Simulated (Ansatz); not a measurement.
Run report: MgH$_{8}$Cl$_{2}$O$_{4}$, geometry relaxation (part 2 of 2)

MgH$_{8}$Cl$_{2}$O$_{4}$ (disordered cell, 15 atoms in the cell); DFT PBE-D3(BJ), scalar-relativistic, plane waves, PAW, no spin polarisation (Ansatz 0.2.0); cutoff 420 eV, 1×1×1 k-mesh, Fermi–Dirac smearing of 0.05 eV. The run did not end well. It belongs to a series of runs on one base structure; here: start relaxed.

Geometry of the input (Å; fractional positions):
```
5.5113  0.0000  0.0000
0.0000  5.5113  0.0000
0.0000  0.0000  5.5113
O  0.8182  0.7477  0.8762
H  0.9409  0.6506  0.7963
H  0.7656  0.6476  1.0107
O  0.0351  0.1398  0.5016
H  0.0731  0.2832  0.4073
H  0.0255  0.0115  0.3819
O  0.5038  0.8032  0.3055
H  0.3365  0.7877  0.2542
H  0.4946  0.8051  0.4810
O  0.5967  0.3948  0.6779
H  0.7251  0.4040  0.7976
H  0.4843  0.5209  0.7263
Mg 0.5462  0.3137  0.2123
Cl 0.2932  0.9461  0.9214
Cl 0.0113  0.6509  0.3856
```

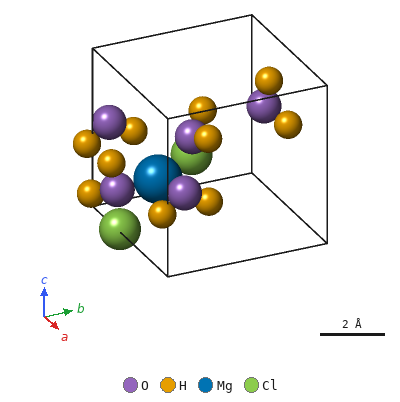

*The geometry at step 9 of the log (spheres-only view of the cell of the calculation, seen at an oblique angle).*

```
Step failed. What follows is not a result of the run: it is the report of the last solve that finished, which converged after 8 SCF iterations.
Free energy (F): -6487.428419 eV
Harris-Foulkes:  -6487.428419 eV  (|F-HF|=9.47e-9)
Internal energy: -6487.428419 eV  (E = F + TS)
E sigma→0 (E₀):  -6487.428419 eV
Fermi energy:    2.471159 eV
--- Per-component energies (eV) ---
  E_band       = -698.543834
  E_kinetic    = 1214.190046
  E_local      = -4910.486411  (includes V_loc(G=0)·N_el)
  E_nonlocal   = 358.444280
  E_hartree    = 1780.866619
  E_xc         = -608.948807
  E_vxc        = -749.050104  (∫ρ·V_xc dr)
  E_paw        = -2250.723296  (= ΣΔE_a)
  E_vpaw       = -173.377542  (= ΣTr[D̂ρ^β])
  E_aug_tail   = 0.000892  (compensation charges beyond the density's cutoff)
  E_ewald      = -2069.666885
  E_disp       = -1.104858  (pairwise vdW)
  E_smearing   = -0.000000  (= −TS)
  E_closure    = -0.000000  (closes the sum)
  Σ components = -6487.428419   (vs F -6487.428419, Δ=0.00e0)
--- Forces (eV/Å), atoms counted from 1 ---
  atom   1  O      0.05063889     0.08457625    -0.00631374
  atom   2  H     -0.05779386    -0.05947491    -0.07549820
  atom   3  H      0.03653394    -0.05684000    -0.02088246
  atom   4  O      0.01700097     0.14045376    -0.17446182
  atom   5  H     -0.02646737    -0.10427550     0.12898009
  atom   6  H      0.01884279    -0.00628974     0.04750292
  atom   7  O     -0.03357592    -0.00560507     0.02249034
  atom   8  H     -0.00929083     0.01927552     0.01219728
  atom   9  H     -0.05938387     0.01484423    -0.02352475
  atom  10  O     -0.16794755    -0.15037717     0.56124332
  atom  11  H     -0.10518251     0.08639630    -0.00209564
  atom  12  H      0.31856803    -0.06012146    -0.63879492
  atom  13  Mg    -0.02114914     0.12598861     0.04223895
  atom  14  Cl     0.02368148    -0.07297804     0.07413033
  atom  15  Cl     0.01550482     0.04447090     0.05274584
  max |Σ_I F_I| component: 4.37e-5 eV/Å
End of that report.
Error: geometry relaxation did not converge after 15 steps: max|allowed force component| = 6.39e-1 eV/Å (threshold 3.0e-1). Raise `relax.max_steps` over both its present limit and 15, loosen `relax.f_tol`, or start from a geometry closer to equilibrium. Where this run's directory can be resumed (`checkpoint.write`), a resume goes on for up to `relax.max_steps` more
```

**Trajectory as extended XYZ (Å, eV, eV/Å), 14 of the 15 frames kept, from step=1 to step=15**
```
15
Lattice="5.5113 0.0000 0.0000 0.0000 5.5113 0.0000 0.0000 0.0000 5.5113" Properties=species:S:1:pos:R:3:forces:R:3 step=1 energy=-6480.27879
O     4.5092    4.1209    4.8290   -0.9770  -0.1384   0.2932
H     5.1855    3.5854    4.3887    0.6515   0.3364  -0.4195
H     4.2192    3.5690    5.5703    0.2821   0.9888   0.5348
O     0.1932    0.7707    2.7645    0.0974   0.8928   0.1413
H     0.4028    1.5607    2.2447   -0.1949   0.0601   0.3886
H     0.1407    0.0634    2.1048    0.0342  -0.2506  -0.0260
O     2.7768    4.4267    1.6836    1.5630  -0.4100   0.5815
H     1.8543    4.3410    1.4011   -0.6253   0.2537  -0.4194
H     2.7257    4.4370    2.6508    0.2343   0.0478   0.7794
O     3.2885    2.1756    3.7362   -1.2174  -1.1550  -0.5488
H     3.9960    2.2264    4.3958    0.5088   0.0090  -0.8752
H     2.6692    2.8709    4.0029   -0.1586   0.4993   0.0092
Mg    3.0103    1.7288    1.1701   -0.5169  -0.7442   0.9770
Cl    1.6161    5.2140    5.0781    0.2968   1.8590  -0.2153
Cl    0.0624    3.5875    2.1253    0.0198  -2.2480  -1.1999
15
Lattice="5.5113 0.0000 0.0000 0.0000 5.5113 0.0000 0.0000 0.0000 5.5113" Properties=species:S:1:pos:R:3:forces:R:3 step=2 energy=-6481.71538
O     4.4518    4.1230    4.8011   -0.4555  -0.6495  -0.0602
H     5.2002    3.6347    4.3922    0.1408   0.5903   0.0281
H     4.2602    3.6363    5.6262    0.4592   0.9181   0.2054
O     0.1893    0.7809    2.7773   -0.0743  -0.6296   0.1634
H     0.3940    1.5652    2.2560   -0.1285   0.2979   0.0790
H     0.1486    0.0547    2.1254    0.0074   0.0143   0.2596
O     2.8252    4.3866    1.7220    0.2604  -0.1246   0.4160
H     1.8904    4.3755    1.3986    0.2096   0.2787  -0.2019
H     2.7437    4.4385    2.6927    0.1967  -0.0079   0.3712
O     3.1863    2.0971    3.7409   -0.3950  -0.1662   0.0235
H     4.0147    2.2182    4.2752   -0.4490  -0.0562  -1.3380
H     2.6675    2.8961    3.9881    0.2580  -0.1672  -0.2052
Mg    2.9598    1.6597    1.2620   -0.4629  -0.6215   0.8545
Cl    1.6490    5.3834    5.0744    0.3536   1.4676   0.6586
Cl    0.0692    3.4279    2.0138    0.0795  -1.1445  -1.2540
15
Lattice="5.5113 0.0000 0.0000 0.0000 5.5113 0.0000 0.0000 0.0000 5.5113" Properties=species:S:1:pos:R:3:forces:R:3 step=3 energy=-6482.85538
O     4.3913    4.0919    4.7471    0.2707  -1.0884   0.4217
H     5.2344    3.6870    4.4022   -0.5125   0.7870   0.2534
H     4.3222    3.7128    5.6690    0.4429   0.9972  -0.6151
O     0.1880    0.7454    2.7965   -0.0787  -0.7864   0.3091
H     0.3691    1.5482    2.2839   -0.1614   0.1646   0.0707
H     0.1441    0.0292    2.1354   -0.0259  -0.0482   0.1786
O     2.8562    4.3778    1.7671   -0.2640   0.0792   0.4222
H     1.9256    4.4064    1.4016    0.5869   0.2517  -0.0039
H     2.7462    4.4351    2.7375    0.1821  -0.0130   0.1435
O     3.1264    2.0592    3.7008    0.2014   0.3858  -0.1075
H     4.0157    2.2116    4.1480   -0.9279  -0.1786  -1.2553
H     2.6695    2.9000    3.9615    0.3213  -0.5891  -0.3351
Mg    2.9101    1.6023    1.3547   -0.4367  -0.5034   0.8290
Cl    1.6704    5.5511    5.1684    0.2388   1.2106   0.8881
Cl    0.0807    3.3199    1.8721    0.1632  -0.6699  -1.1995
15
Lattice="5.5113 0.0000 0.0000 0.0000 5.5113 0.0000 0.0000 0.0000 5.5113" Properties=species:S:1:pos:R:3:forces:R:3 step=4 energy=-6483.83896
O     4.3504    4.0603    4.7132    0.6802  -1.0048   0.7342
H     5.2462    3.7403    4.4098   -0.7652   0.7178   0.1482
H     4.3760    3.7795    5.6833    0.1563   0.8103  -0.9851
O     0.1854    0.6980    2.8232   -0.0293  -0.4295   0.3370
H     0.3422    1.5217    2.3167   -0.2420  -0.0529   0.1508
H     0.1359   -0.0028    2.1496   -0.0527  -0.1710   0.0367
O     2.8809    4.3950    1.8101   -0.1879   0.1801   0.4016
H     1.9648    4.4404    1.4121    0.5392   0.2067   0.1002
H     2.7509    4.4367    2.7769    0.1480   0.0038   0.1367
O     3.1064    2.0454    3.6044    0.1275   0.3082  -0.3043
H     3.9910    2.1935    4.0424   -0.5326  -0.2254  -0.9280
H     2.6631    2.8684    3.9218    0.1061  -0.5546  -0.3648
Mg    2.8614    1.5580    1.4623   -0.3623  -0.3640   0.7683
Cl    1.6862    5.7009    5.2892    0.0936   1.0622   0.6737
Cl    0.1091    3.2425    1.7309    0.3214  -0.4878  -0.9060
15
Lattice="5.5113 0.0000 0.0000 0.0000 5.5113 0.0000 0.0000 0.0000 5.5113" Properties=species:S:1:pos:R:3:forces:R:3 step=5 energy=-6484.62472
O     4.3198    4.0317    4.6921    0.5059  -0.6868   0.5720
H     5.2340    3.7955    4.4027   -0.4948   0.5145  -0.1107
H     4.4150    3.8230    5.6691   -0.1203   0.5263  -0.7349
O     0.1776    0.6467    2.8564   -0.0343  -0.1260   0.2403
H     0.3026    1.4885    2.3540   -0.2565  -0.1969   0.1690
H     0.1214   -0.0401    2.1677   -0.0675  -0.1872  -0.0032
O     2.9142    4.4434    1.8632    0.0687   0.2690   0.3005
H     2.0172    4.4831    1.4338    0.3243   0.1310   0.1373
H     2.7624    4.4432    2.8252    0.1059   0.0545   0.1831
O     3.0965    2.0258    3.4958    0.0004   0.3355   0.1080
H     3.9696    2.1678    3.9280    0.0344  -0.2473  -0.5013
H     2.6479    2.8135    3.8699   -0.1292  -0.4222  -0.2536
Mg    2.8126    1.5264    1.5830   -0.3523  -0.4110   0.1106
Cl    1.6879    5.8573    5.4055   -0.0498   0.7558   0.2499
Cl    0.1710    3.1721    1.5996    0.4650  -0.3094  -0.4669
15
Lattice="5.5113 0.0000 0.0000 0.0000 5.5113 0.0000 0.0000 0.0000 5.5113" Properties=species:S:1:pos:R:3:forces:R:3 step=6 energy=-6485.14563
O     4.2972    3.9942    4.6744    0.7405  -0.5397   0.5605
H     5.2189    3.8770    4.3405   -0.5690   0.4036  -0.0982
H     4.4819    3.8575    5.6504   -0.2673   0.3238  -0.7269
O     0.1174    0.6116    2.8504   -0.0950  -0.0354   0.1240
H     0.2860    1.4389    2.3308   -0.3796  -0.2251   0.1541
H     0.0152   -0.0846    2.1730   -0.0106  -0.0793   0.0366
O     3.0209    4.5928    1.9425   -0.1201   0.5212   0.1596
H     2.1230    4.5179    1.5124    0.3187   0.0364   0.1468
H     2.8741    4.5549    2.9059    0.1668  -0.0136   0.2241
O     3.0520    1.9796    3.4699    0.1634   0.5484   0.2606
H     3.9440    2.1311    3.8563    0.0533  -0.2219  -0.3554
H     2.5947    2.7410    3.8810   -0.1729  -0.3546  -0.2097
Mg    2.6899    1.4828    1.6134   -0.5555  -0.6961  -0.1142
Cl    1.6041    5.8559    5.4342    0.0128   0.4424   0.0101
Cl    0.3305    3.1273    1.5108    0.7132  -0.1115  -0.1720
15
Lattice="5.5113 0.0000 0.0000 0.0000 5.5113 0.0000 0.0000 0.0000 5.5113" Properties=species:S:1:pos:R:3:forces:R:3 step=7 energy=-6485.67781
O     4.2867    3.9344    4.6696    1.2825  -0.2046   0.3903
H     5.2109    3.9729    4.3015   -0.9277   0.2601   0.0693
H     4.5291    3.8886    5.6368   -0.3635   0.1053  -0.6354
O     0.0422    0.5874    2.8679    0.0155   0.0073  -0.1496
H     0.2120    1.4080    2.3369   -0.3251  -0.1452   0.1079
H    -0.0069   -0.1261    2.1976   -0.0787   0.0499   0.0872
O     3.0803    4.7604    2.0121   -0.9075   0.2925   0.2272
H     2.1991    4.5387    1.5646    0.7212  -0.0678   0.2656
H     2.9356    4.5851    2.9731    0.3833   0.1995  -0.2165
O     3.0396    1.9717    3.4316    0.1453   0.5419   0.1036
H     3.9476    2.1213    3.7729    0.0024  -0.1428  -0.1387
H     2.5650    2.7026    3.8708   -0.1109  -0.3061  -0.0908
Mg    2.5563    1.3834    1.6351   -0.5051  -0.5968   0.1172
Cl    1.5394    5.8476    5.4169    0.0170   0.0629  -0.2513
Cl    0.5128    3.1020    1.4585    0.6499  -0.0570   0.1138
15
Lattice="5.5113 0.0000 0.0000 0.0000 5.5113 0.0000 0.0000 0.0000 5.5113" Properties=species:S:1:pos:R:3:forces:R:3 step=9 energy=-6486.37060
O     4.3737    3.8626    4.6343    1.7225   0.8982  -0.4647
H     5.2171    4.2993    4.2644   -1.4233  -0.5660   0.5288
H     4.5817    3.9371    5.5913   -0.1922  -0.1488  -0.2110
O     0.0555    0.5486    2.8342    0.0796   0.2332  -0.8978
H     0.0106    1.4134    2.3283   -0.0740  -0.3480   0.3657
H    -0.1454   -0.1235    2.1388    0.0064   0.2219   0.3178
O     3.1158    4.8939    2.1015   -1.1063  -0.8359   0.1618
H     2.3165    4.3621    1.7179    1.0411   0.3450   0.5393
H     3.1395    4.6798    3.0756    0.2292   0.1328  -0.4646
O     3.0283    2.0183    3.3501   -0.0003   0.3106   0.0474
H     3.9457    2.1323    3.6682   -0.0563   0.1121   0.1413
H     2.5040    2.6275    3.9066    0.1253  -0.3064  -0.1950
Mg    2.2868    1.1868    1.7174   -0.6942  -0.0823   0.3544
Cl    1.4918    5.7556    5.3274    0.1745  -0.0043  -0.2196
Cl    0.7282    3.0843    1.4898    0.1678   0.0376  -0.0037
15
Lattice="5.5113 0.0000 0.0000 0.0000 5.5113 0.0000 0.0000 0.0000 5.5113" Properties=species:S:1:pos:R:3:forces:R:3 step=10 energy=-6486.68008
O     4.4140    3.8964    4.5871    1.5138   0.8551  -0.2872
H     5.2405    4.3921    4.2692   -1.1886  -0.5895   0.4484
H     4.5860    3.9137    5.5554   -0.1688  -0.1238  -0.3108
O     0.1018    0.5503    2.7908   -0.0702   0.4299  -1.2481
H    -0.0426    1.4351    2.3197   -0.0527  -0.5156   0.5154
H    -0.1903   -0.1013    2.1008    0.0704   0.2337   0.4675
O     3.1096    4.8710    2.1392   -0.6523  -0.4669   0.1678
H     2.3630    4.2675    1.7915    0.7391   0.2877   0.4136
H     3.2198    4.6691    3.1079    0.0892  -0.0153  -0.3446
O     3.0103    2.0450    3.3376    0.0047   0.2960   0.0611
H     3.9331    2.1669    3.6387   -0.1131   0.1598   0.1428
H     2.4844    2.6070    3.9430    0.1612  -0.3363  -0.2196
Mg    2.1302    1.1158    1.8094   -0.5051  -0.2747   0.3031
Cl    1.5521    5.7546    5.2829    0.1521   0.0134  -0.0354
Cl    0.7378    3.0948    1.4726    0.0206   0.0465  -0.0739
15
Lattice="5.5113 0.0000 0.0000 0.0000 5.5113 0.0000 0.0000 0.0000 5.5113" Properties=species:S:1:pos:R:3:forces:R:3 step=11 energy=-6486.92728
O     4.4763    3.9274    4.5330    0.6540   0.3993   0.1716
H     5.2741    4.4628    4.2883   -0.3893  -0.2236   0.1797
H     4.5832    3.8924    5.5137   -0.0966  -0.0845  -0.4919
O     0.1478    0.5717    2.7237   -0.8623   0.3294  -0.9856
H    -0.1128    1.4599    2.3029    0.1275  -0.5501   0.4922
H    -0.2353   -0.0807    2.0771    0.1491   0.1867   0.5224
O     3.1029    4.8571    2.1842   -0.2460  -0.1340   0.1504
H     2.4242    4.1980    1.8461    0.3638   0.0741   0.2047
H     3.2737    4.6398    3.1372    0.0868  -0.0930  -0.1483
O     3.0013    2.0869    3.3127   -0.1033   0.2171   0.1281
H     3.9201    2.2109    3.6261   -0.1027   0.1759   0.0967
H     2.4642    2.5663    3.9783    0.1384  -0.3399  -0.2240
Mg    1.9892    1.0312    1.9140    0.1477  -0.0538  -0.0055
Cl    1.6038    5.7553    5.2748    0.1546   0.0491  -0.0333
Cl    0.7370    3.0990    1.4339   -0.0208   0.0474  -0.0573
15
Lattice="5.5113 0.0000 0.0000 0.0000 5.5113 0.0000 0.0000 0.0000 5.5113" Properties=species:S:1:pos:R:3:forces:R:3 step=12 energy=-6487.10909
O     4.5882    3.9732    4.4532    0.4919   0.2662   0.5549
H     5.3616    4.5886    4.3533   -0.3557  -0.3293   0.0449
H     4.6065    3.8113    5.4319    0.0171   0.0453  -0.6866
O     0.0278    0.5884    2.6995   -0.0312   0.2537  -0.5686
H    -0.2145    1.4647    2.2802    0.0723  -0.2059   0.2452
H    -0.3694   -0.0774    2.0928   -0.0861  -0.0676   0.2485
O     3.1255    4.8416    2.2308   -0.4033  -0.1353  -0.0675
H     2.4988    4.1243    1.9223    0.2873   0.1519   0.1313
H     3.3647    4.6197    3.1667    0.0828  -0.0738   0.0139
O     2.9565    2.1427    3.2787   -0.4989   0.4834   0.9069
H     3.8695    2.3270    3.5860   -0.0866   0.1338   0.0255
H     2.3871    2.4085    4.0621    0.5855  -0.5905  -0.8718
Mg    1.9380    0.9775    1.9465    0.0757  -0.0396   0.0107
Cl    1.7632    5.7969    5.2266   -0.1039   0.0014   0.1400
Cl    0.7463    3.0911    1.4153   -0.0471   0.1061  -0.1274
15
Lattice="5.5113 0.0000 0.0000 0.0000 5.5113 0.0000 0.0000 0.0000 5.5113" Properties=species:S:1:pos:R:3:forces:R:3 step=13 energy=-6487.23717
O     4.6523    3.9624    4.3862    0.1983   0.1913   0.2424
H     5.4124    4.5838    4.2758   -0.1652  -0.2024   0.0363
H     4.6892    3.7954    5.3572    0.0401  -0.0316  -0.3702
O     0.0024    0.6336    2.6656   -0.0902   0.0035  -0.3804
H    -0.2123    1.5056    2.2320   -0.0008  -0.0625   0.1468
H    -0.4725   -0.0386    2.1230    0.0680   0.0627   0.1877
O     3.1001    4.8430    2.2732   -0.1200  -0.1550  -0.0018
H     2.5192    4.0940    1.9658    0.0966   0.1318   0.0539
H     3.3932    4.6118    3.1937   -0.0175  -0.0092   0.0149
O     2.9209    2.1370    3.3468   -0.0358   0.3410   0.4761
H     3.8296    2.4515    3.5731   -0.2679   0.0515   0.0503
H     2.3912    2.2487    4.1822    0.3223  -0.4416  -0.4991
Mg    1.9308    0.9739    1.9774   -0.0226   0.0020  -0.0127
Cl    1.7245    5.7829    5.2493    0.0305   0.0475   0.0599
Cl    0.7687    3.0930    1.3447   -0.0362   0.0709  -0.0037
15
Lattice="5.5113 0.0000 0.0000 0.0000 5.5113 0.0000 0.0000 0.0000 5.5113" Properties=species:S:1:pos:R:3:forces:R:3 step=14 energy=-6487.33855
O     4.6531    3.9855    4.3659    0.1497   0.0397   0.2111
H     5.4344    4.5755    4.2710   -0.0830  -0.0776  -0.0665
H     4.7230    3.7435    5.3158    0.0242  -0.0170  -0.1527
O     0.0126    0.6377    2.6396   -0.0503   0.0776  -0.2203
H    -0.2244    1.5179    2.2392   -0.0100  -0.0871   0.1457
H    -0.4893   -0.0293    2.1208    0.0464   0.0043   0.1187
O     3.0888    4.8501    2.2890   -0.0324   0.0010   0.0186
H     2.5143    4.1022    1.9789    0.0073   0.0506   0.0357
H     3.3783    4.6186    3.2111   -0.0268   0.0166  -0.0344
O     2.9001    2.1832    3.3432   -0.3306  -0.0075   0.8219
H     3.7940    2.5263    3.5779   -0.1338   0.0776   0.0263
H     2.4189    2.0586    4.2275    0.4704  -0.3043  -0.8223
Mg    1.9396    0.9953    1.9661   -0.0578   0.0486   0.0459
Cl    1.7536    5.7946    5.2436    0.0566   0.1374  -0.0092
Cl    0.7528    3.1184    1.3560   -0.0299   0.0401  -0.1186
15
Lattice="5.5113 0.0000 0.0000 0.0000 5.5113 0.0000 0.0000 0.0000 5.5113" Properties=species:S:1:pos:R:3:forces:R:3 step=15 energy=-6487.42842
O     4.6569    3.9884    4.3706    0.0506   0.0846  -0.0063
H     5.4386    4.5692    4.2527   -0.0578  -0.0595  -0.0755
H     4.7585    3.7297    5.3112    0.0365  -0.0568  -0.0209
O     0.0179    0.6405    2.6371    0.0170   0.1405  -0.1745
H    -0.2487    1.5209    2.2605   -0.0265  -0.1043   0.1290
H    -0.4905   -0.0320    2.1343    0.0188  -0.0063   0.0475
O     3.0787    4.8673    2.2945   -0.0336  -0.0056   0.0225
H     2.5039    4.1199    1.9869   -0.0093   0.0193   0.0122
H     3.3723    4.6341    3.2145   -0.0594   0.0148  -0.0235
O     2.8774    2.1929    3.3564   -0.1679  -0.1504   0.5612
H     3.7579    2.5682    3.5901   -0.1052   0.0864  -0.0021
H     2.4711    1.8709    4.2389    0.3186  -0.0601  -0.6388
Mg    1.9328    1.0230    1.9628   -0.0211   0.1260   0.0422
Cl    1.7843    5.8531    5.2299    0.0237  -0.0730   0.0741
Cl    0.7388    3.1320    1.3054    0.0155   0.0445   0.0527
```

**Outcome**

```csv
quantity,value
outcome,not converged
wall time,19 s
peak memory,0.31 GiB
```

The run did not converge: “geometry relaxation did not converge after 15 steps: max|allowed force component| = 6.39e-1 eV/Å (threshold 3.0e-1). Raise `relax.max_steps` over both its present limit and 15, loosen `relax.f_tol`, or start from a geometry closer to equilibrium …” Its last values are not results.
